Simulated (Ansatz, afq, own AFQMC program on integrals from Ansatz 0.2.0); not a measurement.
# AlBH₂ (singlet): AFQMC on the coupled-cluster ladder, cc-pVTZ

How near does AFQMC come to the top of the ladder for AlBH₂ (singlet)?

Program: Ansatz 0.2.0, Gaussian basis, and an in-house AFQMC program (afq) on its integrals; all values are calculated. Level of theory: cc-pVTZ, frozen cores. These are calculated values, not measurements.

Plan: CCSD(T) on RHF; PBE (unrestricted); CCSDT(Q) on RHF; CCSD(T) on RHF; r2SCAN (unrestricted); CCSD(T) on RHF; PBE0 (unrestricted); B3LYP (unrestricted); wB97M-V (unrestricted); B2PLYP (unrestricted); Phaseless AFQMC, CISD trial on RHF; Phaseless AFQMC, single-determinant trial on RHF; Free-projection AFQMC, CISD trial on RHF; UHF; CCSD(T) on UHF; CCSDT(Q) on UHF; Phaseless AFQMC, CISD trial on UHF; Free-projection AFQMC, CISD trial on UHF.

1 further run of the same task is left out (it didn't finish).

## Step 1: The system

The geometry is a PBE0/def2-TZVP stationary point (not a proven minimum).

4 atoms, charge 0, spin multiplicity 1.

Atoms are counted from 1 here; the program's logs count them from 0.

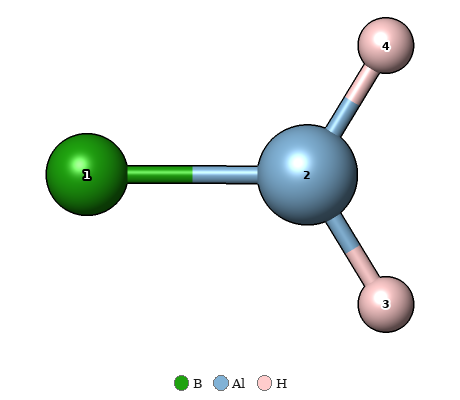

The geometry (boron green, aluminium light blue, hydrogen pink); atoms are numbered from 1 in the order of the file.

Coordinates:

```xyz
4
charge 0, multiplicity 1
B     0.0000    0.0000    1.7315
Al    0.0000    0.0000   -0.5881
H     0.0000   -1.3671   -1.4148
H     0.0000    1.3671   -1.4148
```

## Step 2: CCSD(T) on RHF

Input file in.yaml:

```yaml
crystal:
  periodic: [false, false, false]
  atoms:
    - {symbol: B, position_ang: [0.000000, 0.000000, 1.731547]}
    - {symbol: Al, position_ang: [0.000000, 0.000000, -0.588094]}
    - {symbol: H, position_ang: [0.000000, -1.367107, -1.414802]}
    - {symbol: H, position_ang: [0.000000, 1.367107, -1.414802]}
basis:
  gaussian: {orbitals: cc-pVTZ}
magnetization: {spin_polarized: false}
correlation: {method: ccsd_t, electrons: outside_noble_gas, hamiltonian_folder: ham}
```

Launch:

```
> ansatz run in.yaml --threads 1 --pin off --events-out ev --progress --plain --max-ram 16896MiB --backend cuda --devices 0, --max-vram 18GiB
```

Log (excerpt; [...] marks lines left out):

```text
Functional definition: HF
  name "HF"
  cite "Fock, Z. Phys. 61, 126 (1930) doi:10.1007/BF01340294"
  parent pbe
[...]
550 factors; integrals over basis functions are off by at most 1.2e-3 eV
[...]
mean field -7281.91530507 eV, -267.6054516018 hartree, gradient 2.0e-6 eV, S^2 0.000000; 6 other end points of the search recorded, 0 dependent functions left out; unrestricted orbitals would lower it
determinant -7281.91530507 eV, -267.6054516018 hartree, with singles and doubles -7287.08724011 eV, -267.7955167091 hartree
determinant -7279.49324880 eV, -267.5164426757 hartree, with singles and doubles -7284.95669616 eV, -267.7172206628 hartree
determinant -7278.56013746 eV, -267.4821514664 hartree, with singles and doubles -7283.62177499 eV, -267.6681632146 hartree
6 core orbitals not correlated: weight in the atoms' cores, before any rotation towards them, 1.000 or more for the frozen orbitals, at most 0.000 for the correlated occupied ones
reference -7281.91530507 eV, -267.6054516018 hartree; 4, 4 occupied and 82, 82 virtual orbitals, 550 factors
second order -3.86775356 eV of doubles, -0.00000000 eV of singles
cycle   1  -4.99254639 eV  change   -2.7e-1 eV  update   2.7e-2
[...]
cycle  12  -5.01289731 eV  change    2.9e-6 eV  update   6.1e-6
perturbative correction -0.14339139 eV, -0.0052695364 hartree
Total energy: -7287.07159377 eV, -267.7949417165 hartree
```

Run time: 9.5 s. Hardware: 1 × NVIDIA H100 80GB HBM3 with 1 thread of AMD EPYC 7R13 (Zen 3), shared host; peak host memory 0.78 GiB.

From the report: correlation -5.1563 eV; T1 0.015; largest double amplitude 0.09.

This run also writes the integrals to the folder ham.

## Step 3: PBE (unrestricted)

in.yaml, as its differences from that of step 2:

```diff
@@ -9,3 +9,4 @@
   gaussian: {orbitals: cc-pVTZ}
-magnetization: {spin_polarized: false}
-correlation: {method: ccsd_t, electrons: outside_noble_gas, hamiltonian_folder: ham}
+magnetization: {spin_polarized: true, initial_magnetization: 0}
+hamiltonian: {xc: {name: PBE}}
+output: {orbitals: {seedname: orbitals}}
```

Launch:

```
> ansatz run in.yaml --threads 1 --pin off --events-out ev --progress --plain --max-ram 5632MiB --backend cpu
```

Log (excerpt; [...] marks lines left out):

```text
Functional definition: PBE
  name "PBE"
  cite "Perdew, Burke & Ernzerhof, Phys. Rev. Lett. 77, 3865 (1996) doi:10.1103/PhysRevLett.77.3865"
  parent pbe
[...]
605 factors; their error is unknown
[...]
mean field -7295.75332646 eV, -268.1139895080 hartree, gradient 2.4e-5 eV, S^2 0.786684; 17 other end points of the search recorded, 0 dependent functions left out
reference -7295.75336637 eV, -268.1139909748 hartree; 10, 10 occupied and 82, 82 virtual orbitals, 605 factors
Total energy: -7295.75336637 eV, -268.1139909748 hartree
```

Wall time 10 s (1 thread of AMD EPYC 7R13 (Zen 3), shared host); peak memory 0.73 GiB.

From the report: ⟨S²⟩ of the determinant 0.787 (pure singlet: 0.00). The determinant is far from a pure spin state, so its energy mixes those of several spin states (harmless only where they are near-degenerate, as at dissociation).

## Step 4: CCSDT(Q) on RHF

in.yaml, as its differences from that of step 3:

```diff
@@ -9,4 +9,3 @@
   gaussian: {orbitals: cc-pVTZ}
-magnetization: {spin_polarized: true, initial_magnetization: 0}
-hamiltonian: {xc: {name: PBE}}
-output: {orbitals: {seedname: orbitals}}
+magnetization: {spin_polarized: false}
+correlation: {method: ccsdt_q, electrons: outside_noble_gas}
```

Launch:

```
> ansatz run in.yaml --threads 1 --pin off --events-out ev --progress --plain --max-ram 16896MiB --backend cuda --devices 0, --max-vram 18GiB
```

Log (excerpt; [...] marks lines left out):

```text
Functional definition: HF
  name "HF"
  cite "Fock, Z. Phys. 61, 126 (1930) doi:10.1007/BF01340294"
  parent pbe
[...]
1115 factors; integrals over basis functions are off by at most 2.2e-7 eV
[...]
mean field -7281.91530844 eV, -267.6054517258 hartree, gradient 4.9e-6 eV, S^2 0.000000; 6 other end points of the search recorded, 0 dependent functions left out; unrestricted orbitals would lower it
determinant -7281.91530844 eV, -267.6054517258 hartree, with singles and doubles -7287.08726019 eV, -267.7955174469 hartree
determinant -7279.49325184 eV, -267.5164427872 hartree, with singles and doubles -7284.95669384 eV, -267.7172205775 hartree
determinant -7278.56014130 eV, -267.4821516073 hartree, with singles and doubles -7283.62179982 eV, -267.6681641270 hartree
6 core orbitals not correlated: weight in the atoms' cores, before any rotation towards them, 1.000 or more for the frozen orbitals, at most 0.000 for the correlated occupied ones
reference -7281.91530844 eV, -267.6054517258 hartree; 4, 4 occupied and 82, 82 virtual orbitals, 1115 factors
second order -3.86777754 eV of doubles, -0.00000000 eV of singles
cycle   1  -4.58877187 eV  change   -7.2e-1 eV  update   8.7e-2
[...]
cycle  26  -5.18886946 eV  change   -8.1e-7 eV  update   4.6e-7
perturbative correction -0.00951229 eV, -0.0003495700 hartree
Total energy: -7287.11369019 eV, -267.7964887314 hartree
```

Run time: 14 s. Hardware: 1 × NVIDIA H100 80GB HBM3 with 1 thread of AMD EPYC 7R13 (Zen 3), shared host; peak host memory 0.8 GiB.

From the report: correlation -5.1984 eV; T1 0.017; largest double amplitude 0.10.

## Step 5: CCSD(T) on RHF

in.yaml, as its differences from that of step 4:

```diff
@@ -8,4 +8,4 @@
 basis:
-  gaussian: {orbitals: cc-pVTZ}
+  gaussian: {orbitals: def2-TZVPP}
 magnetization: {spin_polarized: false}
-correlation: {method: ccsdt_q, electrons: outside_noble_gas}
+correlation: {method: ccsd_t, electrons: outside_noble_gas}
```

Launched as before.

Log (excerpt; [...] marks lines left out):

```text
Functional definition: HF
  name "HF"
  cite "Fock, Z. Phys. 61, 126 (1930) doi:10.1007/BF01340294"
  parent pbe
[...]
602 factors; integrals over basis functions are off by at most 1.3e-3 eV
[...]
mean field -7281.84638098 eV, -267.6029186882 hartree, gradient 2.4e-6 eV, S^2 0.000000; 6 other end points of the search recorded, 0 dependent functions left out; unrestricted orbitals would lower it
determinant -7281.84638098 eV, -267.6029186882 hartree, with singles and doubles -7287.00256099 eV, -267.7924048087 hartree
determinant -7279.42723366 eV, -267.5140166640 hartree, with singles and doubles -7284.86909018 eV, -267.7140012026 hartree
determinant -7278.51031835 eV, -267.4803206479 hartree, with singles and doubles -7283.56235121 eV, -267.6659794311 hartree
6 core orbitals not correlated: weight in the atoms' cores, before any rotation towards them, 1.000 or more for the frozen orbitals, at most 0.000 for the correlated occupied ones
reference -7281.84638098 eV, -267.6029186882 hartree; 4, 4 occupied and 91, 91 virtual orbitals, 602 factors
second order -3.85008609 eV of doubles, -0.00000000 eV of singles
cycle   1  -4.97847514 eV  change   -2.7e-1 eV  update   2.7e-2
[...]
cycle  12  -4.99662759 eV  change    3.1e-6 eV  update   5.9e-6
perturbative correction -0.14320240 eV, -0.0052625910 hartree
Total energy: -7286.98621096 eV, -267.7918039562 hartree
```

Run time: 8 s. Hardware: 1 × NVIDIA H100 80GB HBM3 with 1 thread of AMD EPYC 7R13 (Zen 3), shared host; peak host memory 0.78 GiB.

From the report: correlation -5.1398 eV; T1 0.015; largest double amplitude 0.09.

## Step 6: r2SCAN (unrestricted)

in.yaml, as its differences from that of step 5:

```diff
@@ -8,4 +8,4 @@
 basis:
-  gaussian: {orbitals: def2-TZVPP}
-magnetization: {spin_polarized: false}
-correlation: {method: ccsd_t, electrons: outside_noble_gas}
+  gaussian: {orbitals: cc-pVTZ}
+magnetization: {spin_polarized: true, initial_magnetization: 0}
+hamiltonian: {xc: {name: r2SCAN}}
```

Launch:

```
> ansatz run in.yaml --threads 1 --pin off --events-out ev --progress --plain --max-ram 5632MiB --backend cpu
```

Log (excerpt; [...] marks lines left out):

```text
Functional definition: r2SCAN
  name "r2SCAN"
  cite "Furness, Kaplan, Ning, Perdew & Sun, J. Phys. Chem. Lett. 11, 8208 (2020) doi:10.1021/acs.jpclett.0c02405"
  cite "Furness, Kaplan, Ning, Perdew & Sun, J. Phys. Chem. Lett. 11, 9248 (2020) doi:10.1021/acs.jpclett.0c03077"
  parent r2scan
[...]
605 factors; their error is unknown
[...]
mean field -7299.59498519 eV, -268.2551678626 hartree, gradient 1.8e-5 eV, S^2 0.866759; 16 other end points of the search recorded, 0 dependent functions left out
reference -7299.59500115 eV, -268.2551684491 hartree; 10, 10 occupied and 82, 82 virtual orbitals, 605 factors
Total energy: -7299.59500115 eV, -268.2551684491 hartree
```

Wall time 26 s (1 thread of AMD EPYC 7R13 (Zen 3), shared host); peak memory 0.73 GiB.

From the report: ⟨S²⟩ of the determinant 0.867 (pure singlet: 0.00). The determinant is far from a pure spin state, so its energy mixes those of several spin states (harmless only where they are near-degenerate, as at dissociation).

## Step 7: CCSD(T) on RHF

in.yaml, as its differences from that of step 6:

```diff
@@ -8,4 +8,4 @@
 basis:
-  gaussian: {orbitals: cc-pVTZ}
-magnetization: {spin_polarized: true, initial_magnetization: 0}
-hamiltonian: {xc: {name: r2SCAN}}
+  gaussian: {orbitals: "def2-QZVPP.json"}
+magnetization: {spin_polarized: false}
+correlation: {method: ccsd_t, electrons: outside_noble_gas}
```

Launch:

```
> ansatz run in.yaml --threads 1 --pin off --events-out ev --progress --plain --max-ram 16896MiB --backend cuda --devices 0, --max-vram 18GiB
```

Log (excerpt; [...] marks lines left out):

```text
Functional definition: HF
  name "HF"
  cite "Fock, Z. Phys. 61, 126 (1930) doi:10.1007/BF01340294"
  parent pbe
[...]
1096 factors; integrals over basis functions are off by at most 9.3e-4 eV
[...]
mean field -7282.06418995 eV, -267.6109230202 hartree, gradient 5.3e-6 eV, S^2 0.000000; 6 other end points of the search recorded, 0 dependent functions left out; unrestricted orbitals would lower it
[...]
determinant -7282.06418995 eV, -267.6109230202 hartree, with singles and doubles -7287.50100154 eV, -267.8107221611 hartree
determinant -7279.64772026 eV, -267.5221193973 hartree, with singles and doubles -7285.38667204 eV, -267.7330219852 hartree
determinant -7278.73649367 eV, -267.4886324375 hartree, with singles and doubles -7284.08038761 eV, -267.6850169177 hartree
6 core orbitals not correlated: weight in the atoms' cores, before any rotation towards them, 1.000 or more for the frozen orbitals, at most 0.000 for the correlated occupied ones
reference -7282.06418995 eV, -267.6109230202 hartree; 4, 4 occupied and 177, 177 virtual orbitals, 1096 factors
second order -4.13007709 eV of doubles, -0.00000000 eV of singles
cycle   1  -5.15661669 eV  change   -3.3e-1 eV  update   3.1e-2
[...]
cycle  12  -5.19011066 eV  change    5.7e-6 eV  update   7.1e-6
perturbative correction -0.15604806 eV, -0.0057346604 hartree
Total energy: -7287.41034866 eV, -267.8073907293 hartree
```

Wall time 10 s (1 × NVIDIA H100 80GB HBM3 with 1 thread of AMD EPYC 7R13 (Zen 3), shared host); peak host memory 0.9 GiB.

From the report: correlation -5.3462 eV; T1 0.015; largest double amplitude 0.08.

## Step 8: PBE0 (unrestricted)

in.yaml, as its differences from that of step 7:

```diff
@@ -8,4 +8,5 @@
 basis:
-  gaussian: {orbitals: "def2-QZVPP.json"}
-magnetization: {spin_polarized: false}
-correlation: {method: ccsd_t, electrons: outside_noble_gas}
+  gaussian: {orbitals: cc-pVTZ}
+magnetization: {spin_polarized: true, initial_magnetization: 0}
+hamiltonian: {xc: {name: PBE0}}
+output: {orbitals: {seedname: orbitals}}
```

Launch:

```
> ansatz run in.yaml --threads 1 --pin off --events-out ev --progress --plain --max-ram 5632MiB --backend cpu
```

Log (excerpt; [...] marks lines left out):

```text
Functional definition: PBE0
  name "PBE0"
  cite "Adamo & Barone, J. Chem. Phys. 110, 6158 (1999) doi:10.1063/1.478522"
  cite "Perdew, Burke & Ernzerhof, Phys. Rev. Lett. 77, 3865 (1996) doi:10.1103/PhysRevLett.77.3865"
  parent pbe
[...]
617 factors; their error is unknown
[...]
mean field -7296.63951568 eV, -268.1465563615 hartree, gradient 1.1e-5 eV, S^2 0.780181; 7 other end points of the search recorded, 0 dependent functions left out
reference -7296.63954585 eV, -268.1465574699 hartree; 10, 10 occupied and 82, 82 virtual orbitals, 617 factors
Total energy: -7296.63954585 eV, -268.1465574699 hartree
```

Wall time 6.5 s (1 thread of AMD EPYC 7R13 (Zen 3), shared host); peak memory 0.73 GiB.

From the report: ⟨S²⟩ of the determinant 0.780 (pure singlet: 0.00). The determinant is far from a pure spin state, so its energy mixes those of several spin states (harmless only where they are near-degenerate, as at dissociation).

## Step 9: B3LYP (unrestricted)

in.yaml, as its differences from that of step 8:

```diff
@@ -10,3 +10,2 @@
 magnetization: {spin_polarized: true, initial_magnetization: 0}
-hamiltonian: {xc: {name: PBE0}}
-output: {orbitals: {seedname: orbitals}}
+hamiltonian: {xc: {name: B3LYP}}
```

Same command.

Log (excerpt; [...] marks lines left out):

```text
Functional definition: B3LYP
  name "B3LYP"
  cite "Stephens, Devlin, Chabalowski & Frisch, J. Phys. Chem. 98, 11623 (1994) doi:10.1021/j100096a001"
  cite "Becke, Phys. Rev. A 38, 3098 (1988) doi:10.1103/PhysRevA.38.3098"
  cite "Lee, Yang & Parr, Phys. Rev. B 37, 785 (1988) doi:10.1103/PhysRevB.37.785"
  cite "Vosko, Wilk & Nusair, Can. J. Phys. 58, 1200 (1980) doi:10.1139/p80-159"
[...]
617 factors; their error is unknown
[...]
mean field -7301.70885526 eV, -268.3328511546 hartree, gradient 4.2e-6 eV, S^2 0.708483; 8 other end points of the search recorded, 0 dependent functions left out
reference -7301.70908732 eV, -268.3328596828 hartree; 10, 10 occupied and 82, 82 virtual orbitals, 617 factors
Total energy: -7301.70908732 eV, -268.3328596828 hartree
```

Run time: 6 s. Hardware: 1 thread of AMD EPYC 7R13 (Zen 3), shared host; peak memory 1 GiB.

From the report: ⟨S²⟩ of the determinant 0.708 (pure singlet: 0.00). The determinant is far from a pure spin state, so its energy mixes those of several spin states (harmless only where they are near-degenerate, as at dissociation).

## Step 10: wB97M-V (unrestricted)

in.yaml, as its differences from that of step 9:

```diff
@@ -10,2 +10,3 @@
 magnetization: {spin_polarized: true, initial_magnetization: 0}
-hamiltonian: {xc: {name: B3LYP}}
+hamiltonian: {xc: {name: wB97M-V}}
+output: {orbitals: {seedname: orbitals}}
```

Launched as before.

Log (excerpt; [...] marks lines left out):

```text
Functional definition: wB97M-V
  name "wB97M-V"
  cite "Mardirossian & Head-Gordon, J. Chem. Phys. 144, 214110 (2016) doi:10.1063/1.4952647"
  cite "Becke, J. Chem. Phys. 107, 8554 (1997) doi:10.1063/1.475007"
  cite "Vydrov & Van Voorhis, J. Chem. Phys. 133, 244103 (2010) doi:10.1063/1.3521275"
  # Of w^i u^j: cxij and so on, Table III.
[...]
  gx(w, u) = 1 - cx + cx01*u + cx10*w
  gss(w, u) = css00 + css04*u^4 + css10*w + css20*w^2 + css43*w^4*u^3
  gos(w, u) = cos00 + cos10*w + (cos20 + cos21*u)*w^2 + (cos60 + cos61*u)*w^6
[...]
      + integral(e_c_pw_mod_opposite_spin*gos(b97_w_opposite, b97_u_opposite)) + vv10(b, c)
605 factors; their error is unknown
144 factors; integrals over basis functions are off by at most 9.0e-5 eV
[...]
mean field -7299.78488925 eV, -268.2621467079 hartree, gradient 1.5e-6 eV, S^2 0.179075; 6 other end points of the search recorded, 0 dependent functions left out
reference -7299.78493566 eV, -268.2621484135 hartree; 10, 10 occupied and 82, 82 virtual orbitals, 605 factors
Total energy: -7299.78493566 eV, -268.2621484135 hartree
```

Wall time 20 s (1 thread of AMD EPYC 7R13 (Zen 3), shared host); peak memory 1.6 GiB.

From the report: ⟨S²⟩ of the determinant 0.179 (pure singlet: 0.00).

## Step 11: B2PLYP (unrestricted)

in.yaml, as its differences from that of step 10:

```diff
@@ -10,3 +10,3 @@
 magnetization: {spin_polarized: true, initial_magnetization: 0}
-hamiltonian: {xc: {name: wB97M-V}}
-output: {orbitals: {seedname: orbitals}}
+hamiltonian: {xc: {name: B2PLYP}}
+correlation: {electrons: outside_noble_gas}
```

Launched as before.

Log (excerpt; [...] marks lines left out):

```text
Functional definition: B2PLYP
  name "B2PLYP"
  cite "Grimme, J. Chem. Phys. 124, 034108 (2006) doi:10.1063/1.2148954"
  cite "Becke, Phys. Rev. A 38, 3098 (1988) doi:10.1103/PhysRevA.38.3098"
  cite "Lee, Yang & Parr, Phys. Rev. B 37, 785 (1988) doi:10.1103/PhysRevB.37.785"
[...]
550 factors; integrals over basis functions are off by at most 1.2e-3 eV
[...]
mean field -7295.68238772 eV, -268.1113825576 hartree, gradient 2.0e-6 eV, S^2 0.765212; 8 other end points of the search recorded, 0 dependent functions left out
6 core orbitals not correlated: weight in the atoms' cores, before any rotation towards them, 1.000 or more for the frozen orbitals, at most 0.000 for the correlated occupied ones
reference -7295.68253420 eV, -268.1113879407 hartree; 4, 4 occupied and 82, 82 virtual orbitals, 550 factors
second order -4.38015929 eV of doubles, -0.00000000 eV of singles
Total energy: -7296.86517721 eV, -268.1548492696 hartree
```

Wall time 8 s (1 thread of AMD EPYC 7R13 (Zen 3), shared host); peak memory 1.6 GiB.

From the report: ⟨S²⟩ of the determinant 0.765 (pure singlet: 0.00). The determinant is far from a pure spin state, so its energy mixes those of several spin states (harmless only where they are near-degenerate, as at dissociation).

(Part 1 of 2 ends here.)
